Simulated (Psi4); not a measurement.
**UBLYP/def2-TZVP run of triplet CH3BO**

We compute the energy of triplet CH3BO. The job is set up through a QCSchema input.

The calculation is run with Psi4 1.11.

3 further runs of the same task are left out: 2 that didn't finish, 1 set aside as unsound or not needed. Runs told in other sessions of the task aren't counted.

### Step 1. The molecule

CH3BO has 6 atoms, charge 0, and is taken as a triplet. SMILES of the parent species: `[BH3-]C#[O+]`. The shape is that of a PBE0-D4/def2-TZVP optimisation. That shape belongs to the parent species and isn't relaxed for this state.

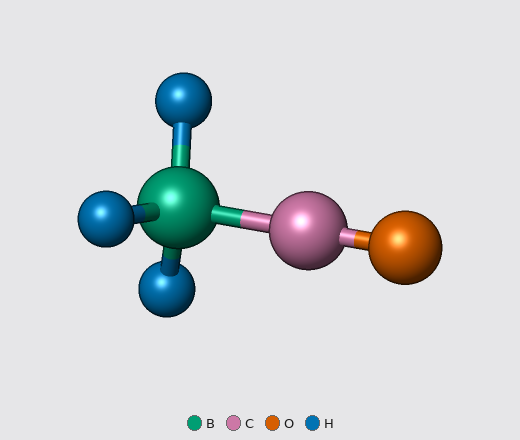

The structure, seen from a chosen angle (boron teal, carbon pink, oxygen orange, hydrogen blue).

### Step 2. A single-point energy at UBLYP/def2-TZVP

File input.json:

```json
{
 "schema_name": "qcschema_input",
 "schema_version": 1,
 "molecule": {
  "schema_name": "qcschema_molecule",
  "schema_version": 2,
  "symbols": ["B", "C", "O", "H", "H", "H"],
  "geometry": [-0.51997704, 0.79317475, -0.37777515, 0.93386486, -1.42802824, 0.67888411, 2.01883221, -3.08240787, 1.46703219, -2.715801, 0.22999857, -0.09509102, 0.13141155, 0.91674394, -2.56398041, 0.15166942, 2.57048106, 0.89093028],
  "molecular_charge": 0,
  "molecular_multiplicity": 3,
  "fix_symmetry": "c1"
 },
 "driver": "energy",
 "model": {
  "method": "blyp",
  "basis": "def2-TZVP"
 },
 "keywords": {
  "reference": "uks",
  "puream": true,
  "e_convergence": 1e-09,
  "d_convergence": 1e-08,
  "scf_type": "pk",
  "dft_radial_points": 99,
  "dft_spherical_points": 590,
  "maxiter": 100
 }
}
```

Command:

```bash
psi4 --qcschema input.json -n 1 --memory 2200MB
```

stdout:

```text
[...]
  Running in c1 symmetry.
[...]
  Nuclear repulsion =   56.830250529776492
[...]
  Multiplicity = 3
[...]
  Nalpha       = 12
  Nbeta        = 10
[...]
    Number of basis functions: 111
[...]
   @UKS iter   1:  -139.47346466445958   -6.64481e-02   6.37496e-03 ADIIS/DIIS
[...]
   @UKS iter  29:  -139.76188895683444    1.22213e-12   4.57704e-09 DIIS
[...]
   @S^2 Observed:                2.006710706E+00
[...]
    Orbital Energies [Eh]
    ---------------------
    Alpha Occupied:
       1A    -18.836956     2A     -9.956606     3A     -6.546592
       4A     -1.040121     5A     -0.584957     6A     -0.467641
       7A     -0.428954     8A     -0.410025     9A     -0.381028
      10A     -0.370395    11A     -0.323526    12A     -0.073981
    Alpha Virtual:
      13A     -0.049286    14A      0.010222    15A      0.053774
      16A      0.069693    17A      0.070399    18A      0.098522
      19A      0.106834    20A      0.120305    21A      0.212612
      22A      0.219126    23A      0.225775    24A      0.240357
      25A      0.308064    26A      0.381531    27A      0.387922
[...]
  @UKS Final Energy:  -139.76188895683444
   => Energetics <=
    Nuclear Repulsion Energy =             56.8302505297764924
    One-Electron Energy =                -301.2154369386046824
    Two-Electron Energy =                 123.7470204668151723
    DFT Exchange-Correlation Energy =     -19.1237230148214152
    Empirical Dispersion Energy =           0.0000000000000000
    VV10 Nonlocal Energy =                  0.0000000000000000
    Total Energy =                       -139.7618889568344400
  UHF NO Occupations:
  HONO-2 :   10  A 1.9978948
  HONO-1 :   11  A 1.0000000
[...]
 Multipole Moments:
 ------------------------------------------------------------------------------------
     Multipole            Electronic (a.u.)      Nuclear  (a.u.)        Total (a.u.)
 ------------------------------------------------------------------------------------
 L = 1.  Multiply by 2.5417464519 to convert [e a0] to [Debye]
 Dipole X            :          1.3910596           -1.7680871           -0.3770275
 Dipole Y            :         -2.4208471            2.7021024            0.2812554
 Dipole Z            :          0.9272537           -1.2851222           -0.3578685
 Magnitude           :                                                    0.5910366
[...]
```

The result, in JSON:

```text
{
 "driver": "energy",
 "model": {
  "method": "blyp",
  "basis": "def2-TZVP"
 },
 "success": true,
 "return_result": -139.76188895683444,
 "properties": {
  "calcinfo_nbasis": 111,
  "calcinfo_nmo": 111,
  "calcinfo_nalpha": 12,
  "calcinfo_nbeta": 10,
  "calcinfo_natom": 6,
  "nuclear_repulsion_energy": 56.83025052977649,
  "return_energy": -139.76188895683444,
  "scf_one_electron_energy": -301.2154369386047,
  "scf_two_electron_energy": 123.74702046681517,
  "scf_xc_energy": -19.123723014821415,
  "scf_dipole_moment": [-0.37702750943707874, 0.2812553696237128, -0.35786853753297865],
  "scf_total_energy": -139.76188895683444,
  "scf_iterations": 29
 }
}
```

Run time: 36 s. Hardware: 1 thread of Intel Xeon 6975P-C (Granite Rapids), shared host; peak memory 0.83 GiB.

### Step 3. Summary of results

At UBLYP/def2-TZVP:

| quantity | value |
| --- | --- |
| total energy | -139.76189 Eh |
| dipole moment | 1.50 D |
| HOMO energy (highest over α and β) | -2.01 eV |
| ⟨S²⟩ | 2.007 |
